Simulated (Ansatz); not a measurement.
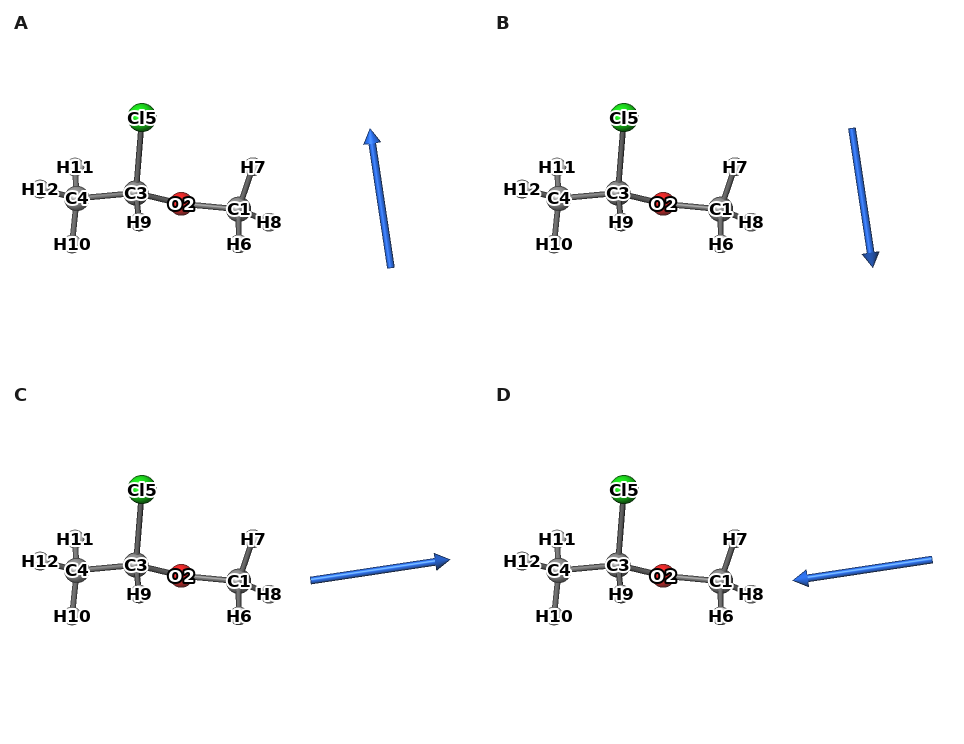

The same molecule four times, each with an arrow. The geometry was computed by an optimisation with PBE0-D4/def2-TZVP. Level of theory: RKS r2SCAN-D4/def2-TZVPP (Ansatz 0.2.0).

> Which arrow points along the dipole moment, from the negative to the positive end?

B. The dipole moment is 2.03 D; it points from the side of Cl5 to the side of H6 (the outermost atoms at the two ends).
